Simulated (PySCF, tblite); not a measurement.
# Si2H6O7, a fragment of a glass network (dimer): NMR shifts, core binding energies and electronic excitations, part 2 of 2

tblite 0.8.0 and PySCF 2.14.0. Atoms count from 0, parts from 1. The steps go on from the part before.

## (5) Core-electron binding energies: SCAN, X2C

The job: settings as JSON, then the geometry in Å.

```
{"job": {"kind": "xps", "holes": 5}, "charge": 0, "multiplicity": 1}
O      0.324846     0.200032    -2.236295
Si    -0.629811     0.840653    -1.062184
O     -1.992800     1.442968    -1.739054
O      0.103796     2.055667    -0.195631
O     -0.899301    -0.304302     0.095233
Si     0.313758    -0.898426     1.043472
O      0.889496     0.309301     1.997782
O     -0.125900    -2.163381     1.984185
O      1.407748    -1.440918    -0.085091
H      0.915459    -0.480008    -1.873536
H     -2.335386     0.951973    -2.491549
H      0.288489     2.875274    -0.663439
H      0.798389     1.172543     1.562182
H     -0.481609    -1.932823     2.847531
H      2.187954    -1.894842     0.246547
```

With the program's defaults for keys left out, this is: delta-SCF UKS SCAN, pcX-2 on the ionised atom, pcseg-1 elsewhere, spin-free X2C.

Standard output:

```text
ground state, core basis on atom 4 (O), 195 functions
  cycle   1  E = -1110.26692940  |g| = 1.66e+00
  cycle   2  E = -1109.53504616  |g| = 2.58e+00
  cycle   3  E = -1110.75262468  |g| = 1.17e-01
  cycle   4  E = -1110.75322934  |g| = 1.01e-01
  cycle   5  E = -1110.75498781  |g| = 1.52e-02
  cycle   6  E = -1110.75501869  |g| = 6.93e-03
  cycle   7  E = -1110.75502690  |g| = 3.47e-03
  cycle   8  E = -1110.75502753  |g| = 5.06e-04
  cycle   9  E = -1110.75502743  |g| = 6.52e-05
  E(ground) = -1110.84456581 Eh
hole in O 1s of atom 4
  cycle   1  E = -1090.14816746  |g| = 2.23e+00
  cycle   2  E = -1089.64414797  |g| = 2.24e+00
  cycle   3  E = -1090.87433479  |g| = 5.38e-01
  cycle   4  E = -1090.91273259  |g| = 4.02e-01
  cycle   5  E = -1090.97162298  |g| = 5.86e-02
  cycle   6  E = -1090.97216758  |g| = 4.29e-02
  cycle   7  E = -1090.97284435  |g| = 3.34e-03
  cycle   8  E = -1090.97284671  |g| = 2.60e-03
  cycle   9  E = -1090.97284920  |g| = 8.40e-04
  cycle  10  E = -1090.97284913  |g| = 1.63e-04
  E(ion) = -1091.06248022 Eh   <S^2> = 0.7616   hole on atom = 1.000   binding energy = 538.298 eV
ground state, core basis on atom 5 (Si), 206 functions
  cycle   1  E = -1110.84214502  |g| = 3.16e-01
  cycle   2  E = -1110.83675943  |g| = 2.21e-01
  cycle   3  E = -1110.84019509  |g| = 1.67e-01
  cycle   4  E = -1110.84523405  |g| = 2.93e-02
  cycle   5  E = -1110.84538055  |g| = 5.83e-03
  cycle   6  E = -1110.84538932  |g| = 9.78e-04
  cycle   7  E = -1110.84538794  |g| = 3.68e-04
  E(ground) = -1110.89565568 Eh
hole in Si 2p of atom 5
  cycle   1  E = -1106.52231304  |g| = 1.25e+00
  cycle   2  E = -1106.35435147  |g| = 1.22e+00
  cycle   3  E = -1106.75671720  |g| = 4.24e-01
  cycle   4  E = -1106.82432840  |g| = 1.02e-01
  cycle   5  E = -1106.82734543  |g| = 3.59e-02
  cycle   6  E = -1106.82778220  |g| = 1.64e-02
  cycle   7  E = -1106.82786994  |g| = 6.26e-03
  cycle   8  E = -1106.82788271  |g| = 1.84e-03
  cycle   9  E = -1106.82788501  |g| = 4.32e-04
  E(ion) = -1106.88877494 Eh   <S^2> = 0.7512   hole on atom = 1.003   binding energy = 109.033 eV
  2p3/2 = 108.815 eV   2p1/2 = 109.440 eV
ground state, core basis on atom 6 (O), 195 functions
  cycle   1  E = -1110.75054155  |g| = 1.04e-01
  cycle   2  E = -1110.74966734  |g| = 8.73e-02
  cycle   3  E = -1110.75047230  |g| = 5.60e-02
  cycle   4  E = -1110.75101357  |g| = 6.12e-03
  cycle   5  E = -1110.75102115  |g| = 1.77e-03
  cycle   6  E = -1110.75102235  |g| = 4.27e-04
  E(ground) = -1110.84018342 Eh
hole in O 1s of atom 6
  cycle   1  E = -1090.14755661  |g| = 2.22e+00
  cycle   2  E = -1089.66254260  |g| = 2.20e+00
  cycle   3  E = -1090.87411960  |g| = 5.00e-01
  cycle   4  E = -1090.90830638  |g| = 3.63e-01
  cycle   5  E = -1090.95621554  |g| = 5.06e-02
  cycle   6  E = -1090.95679245  |g| = 2.87e-02
  cycle   7  E = -1090.95709011  |g| = 5.72e-03
  cycle   8  E = -1090.95710040  |g| = 2.57e-03
  cycle   9  E = -1090.95710125  |g| = 1.25e-03
  cycle  10  E = -1090.95710369  |g| = 4.86e-04
  E(ion) = -1091.04718206 Eh   <S^2> = 0.7615   hole on atom = 1.000   binding energy = 538.595 eV
ground state, core basis on atom 7 (O), 195 functions
  cycle   1  E = -1110.75006997  |g| = 1.23e-01
  cycle   2  E = -1110.74715658  |g| = 1.52e-01
  cycle   3  E = -1110.75106212  |g| = 4.03e-02
  cycle   4  E = -1110.75134485  |g| = 8.15e-03
  cycle   5  E = -1110.75135499  |g| = 2.03e-03
  cycle   6  E = -1110.75135567  |g| = 3.74e-04
  E(ground) = -1110.84084718 Eh
hole in O 1s of atom 7
  cycle   1  E = -1090.13408163  |g| = 2.22e+00
  cycle   2  E = -1087.72468533  |g| = 2.60e+00
  cycle   3  E = -1090.48822553  |g| = 1.03e+00
  cycle   4  E = -1090.87745590  |g| = 4.04e-01
  cycle   5  E = -1090.92320835  |g| = 1.87e-01
  cycle   6  E = -1090.93405147  |g| = 8.25e-02
  cycle   7  E = -1090.93648408  |g| = 1.80e-02
  cycle   8  E = -1090.93658807  |g| = 7.25e-03
  cycle   9  E = -1090.93660469  |g| = 3.15e-03
  cycle  10  E = -1090.93660999  |g| = 6.78e-04
  cycle  11  E = -1090.93660981  |g| = 3.16e-04
  E(ion) = -1091.02719918 Eh   <S^2> = 0.7612   hole on atom = 1.000   binding energy = 539.157 eV
ground state, core basis on atom 8 (O), 195 functions
  cycle   1  E = -1110.74895603  |g| = 1.24e-01
  cycle   2  E = -1110.74602058  |g| = 1.54e-01
  cycle   3  E = -1110.75000956  |g| = 3.85e-02
  cycle   4  E = -1110.75026945  |g| = 7.31e-03
  cycle   5  E = -1110.75027289  |g| = 1.94e-03
  cycle   6  E = -1110.75027662  |g| = 3.21e-04
  E(ground) = -1110.83956834 Eh
hole in O 1s of atom 8
  cycle   1  E = -1090.12782925  |g| = 2.22e+00
  cycle   2  E = -1087.28518579  |g| = 2.68e+00
  cycle   3  E = -1090.34533927  |g| = 1.18e+00
  cycle   4  E = -1090.88630294  |g| = 3.57e-01
  cycle   5  E = -1090.92200597  |g| = 1.82e-01
  cycle   6  E = -1090.93245888  |g| = 7.53e-02
  cycle   7  E = -1090.93444321  |g| = 1.62e-02
  cycle   8  E = -1090.93453523  |g| = 5.42e-03
  cycle   9  E = -1090.93454366  |g| = 2.76e-03
  cycle  10  E = -1090.93454543  |g| = 8.03e-04
  cycle  11  E = -1090.93454703  |g| = 2.21e-04
  E(ion) = -1091.02477676 Eh   <S^2> = 0.7614   hole on atom = 1.000   binding energy = 539.188 eV
```

Run time: 71 s. Hardware: 1 thread of Arm Neoverse V1, shared host; peak memory 0.79 GiB.

The holes in one table. −ε is the ground-state orbital energy:

```csv
hole,stands for,environment,ΔSCF (eV; 2p as the shell's mean),−ε (eV),⟨S²⟩
O1s on O4,O4,oxygen bonded to 2 Si,538.30,516.7,0.762
Si2p on Si5,"Si1, Si5",silicon bonded to 4 O,109.02,97.7,0.751
O1s on O6,"O0, O6","oxygen bonded to Si, H",538.60,516.6,0.761
O1s on O7,"O2, O7","oxygen bonded to Si, H",539.16,517.0,0.761
O1s on O8,"O3, O8","oxygen bonded to Si, H",539.19,517.2,0.761
```

Each hole run stands for the others of its class of like atoms.

With the spin-orbit splitting: Si5 2p3/2 108.82, 2p1/2 109.44 eV. The table gives each 2p level as the mean over the whole 2p shell (two parts 2p3/2, one part 2p1/2), which differs a little from the single hole in the log.

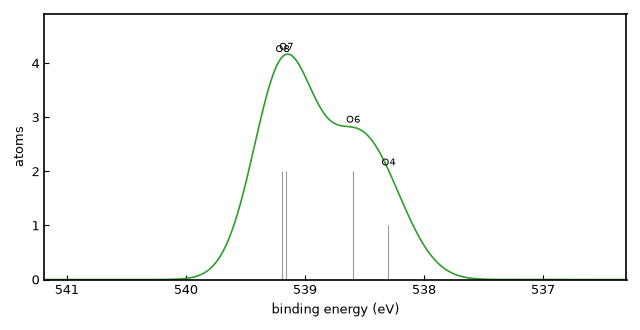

The O1s photoelectron lines, weighted by the number of atoms. Lines are broadened to a width of 0.60 eV (Gaussian).

## (6) TDDFT and polarisability: CAM-B3LYP/def2-SVPD

Same as in step 5 but for these lines:

```diff
@@ -1,2 +1,2 @@
-{"job": {"kind": "xps", "holes": 5}, "charge": 0, "multiplicity": 1}
+{"job": {"kind": "uv", "xc": "CAM-B3LYP", "basis": "def2-SVPD", "nstates": 6, "ntriplets": 2, "ip": true}, "charge": 0, "multiplicity": 1}
 O      0.324846     0.200032    -2.236295
```

Level: TDDFT CAM-B3LYP/def2-SVPD, vertical, gas phase, core orbitals frozen in the response.

Standard output:

```text
coarse grid: 14576 points
cycle   1  E = -1108.2836407877  dE =  1.497e+00  |g| = 1.537e+00  |ddm| = 6.039e+00
cycle   2  E = -1108.1402133453  dE =  1.434e-01  |g| = 1.808e+00  |ddm| = 4.752e+00
cycle   3  E = -1108.7157529014  dE = -5.755e-01  |g| = 5.809e-02  |ddm| = 2.207e+00
cycle   4  E = -1108.7162813203  dE = -5.284e-04  |g| = 2.739e-02  |ddm| = 1.177e-01
cycle   5  E = -1108.7163893568  dE = -1.080e-04  |g| = 1.311e-02  |ddm| = 4.486e-02
cycle   6  E = -1108.7164207969  dE = -3.144e-05  |g| = 9.929e-04  |ddm| = 1.729e-02
cycle   7  E = -1108.7164210048  dE = -2.079e-07  |g| = 5.984e-04  |ddm| = 2.875e-03
final grid: 134544 points
cycle   8  E = -1108.9080704728  dE = -3.776e-05  |g| = 1.810e-03  |ddm| = 6.037e-02
cycle   9  E = -1108.9080708739  dE = -4.011e-07  |g| = 1.707e-03  |ddm| = 6.647e-03
cycle  10  E = -1108.9080713645  dE = -4.905e-07  |g| = 4.249e-04  |ddm| = 2.311e-03
cycle  11  E = -1108.9080714031  dE = -3.861e-08  |g| = 9.949e-05  |ddm| = 8.755e-04
cycle  12  E = -1108.9080714055  dE = -2.421e-09  |g| = 1.994e-05  |ddm| = 2.745e-04
cycle  13  E = -1108.9080714056  dE = -8.754e-11  |g| = 1.523e-05  |ddm| = 4.213e-05
converged SCF energy = -1108.9080714056

Static polarisability (au): isotropic 68.702, principal 63.190 65.765 77.152

Singlet excitations
state   eV       nm        f      main configurations
  1   7.9520    155.9   0.00797   H->L 0.77, H-1->L+1 0.12
  2   7.9942    155.1   0.00197   H-1->L 0.73, H->L+1 0.12
  3   8.4093    147.4   0.00940   H-2->L 0.54, H-3->L+1 0.15, H-5->L+1 0.08
  4   8.4595    146.6   0.01568   H-3->L 0.46, H-2->L+1 0.23
  5   8.5684    144.7   0.04246   H-4->L 0.35, H-6->L 0.16, H-1->L+1 0.09
  6   8.8151    140.6   0.14314   H-5->L 0.32, H-7->L 0.09, H-6->L+1 0.09

Triplet excitations (Tamm-Dancoff, eV): 7.6953 7.7087
Vertical ionisation energy (delta-SCF) = 11.5753 eV
```

It took 7.9 min on 1 thread of Arm Neoverse V1, shared host; peak memory 1.4 GiB.

The orbitals next to the gap, with their largest atomic shares:

```csv
orbital,eV,atoms
HOMO−3,-11.42,"O4 25 %, O7 23 %, O2 15 %"
HOMO−2,-11.32,"O2 25 %, O7 24 %, O4 10 %"
HOMO−1,-10.84,"O6 29 %, O0 27 %, O8 15 %"
HOMO,-10.72,"O0 27 %, O6 25 %, O4 24 %"
LUMO,0.19,"Si1 20 %, Si5 20 %, O3 8 %"
LUMO+1,0.78,"Si5 11 %, Si1 11 %, O2 10 %"
LUMO+2,1.43,"O2 24 %, O3 23 %, H11 11 %"
```

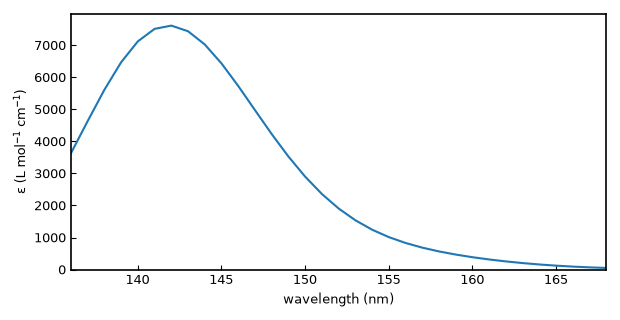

Absorption spectrum: each of the 6 states is a Gaussian band of 0.4 eV half-width at 1/e. Beyond the last state computed it falls off for lack of states.

Ground-state properties from the same run:

```csv
property,computed
dipole moment (D),0.98
polarisability (Å³),10.18
HOMO–LUMO gap (eV),10.91
−ε(HOMO) (eV),10.72
```

## (7) Summary of results

This closing draws on all 2 parts.

| quantity | value |
| --- | --- |
| point group | C2 |
| rotational constants (main isotopes) | 2.14, 0.81, 0.77 GHz |
| 1H shifts against TMS (PBE0/pcSseg-1, means over atoms taken as alike) | 3.81, 2.05, 1.76 ppm |
| 17O shifts against H2O (PBE0/pcSseg-1, means over atoms taken as alike) | 97.7, 64.4, 52.6, 46.3 ppm |
| 29Si shifts against TMS (PBE0/pcSseg-1, means over atoms taken as alike) | -67.2 ppm |
| O1s binding energies, SCAN/pcX-2 | O8 539.19, O7 539.16, O6 538.60, O4 538.30 eV |
| Si2p binding energies, SCAN/pcX-2 | Si5 109.02 eV |
| lowest singlet (CAM-B3LYP/def2-SVPD) | 7.95 eV (156 nm), f = 0.008 |
| brightest single state of those computed | state 6, 8.82 eV, f = 0.143 |
| lowest triplet | 7.70 eV |
| vertical ionisation energy (ΔSCF) | 11.58 eV |

What this shows: The start of the PBE0/def2-SVP relaxation was shaken at random by about 0.01 Å, so part of the energy gained, and of the first lengths quoted, undoes that. Relaxing lowered the energy by 0.263 eV in 9 steps; the close pair that moved most is Si5–O8, from 1.618 to 1.663 Å (PBE0/def2-SVP). No frequency check was run at this level, so the end point may be a saddle. At SCAN/pcX-2: The O1s levels kept as sound span 0.89 eV, from O4 (oxygen bonded to 2 Si) up to O8 (oxygen bonded to Si, H). The lowest singlet, at 7.95 eV, is HOMO→LUMO 0.77, HOMO−1→LUMO+1 0.12 and is weak; of the 6 states computed, the strongest absorption comes from state 6 at 8.82 eV (the last computed, so partners may be missing). The lowest triplet lies 0.26 eV below the lowest singlet (triplets in Tamm-Dancoff, singlets in full TDDFT). The orbital energy would give 10.72 eV for ionisation, ΔSCF gives 11.58 eV. A capped cluster stands for the solid here, so long-range fields and strain are missing, and bands or shifts of the capping hydrogens have no counterpart in it.
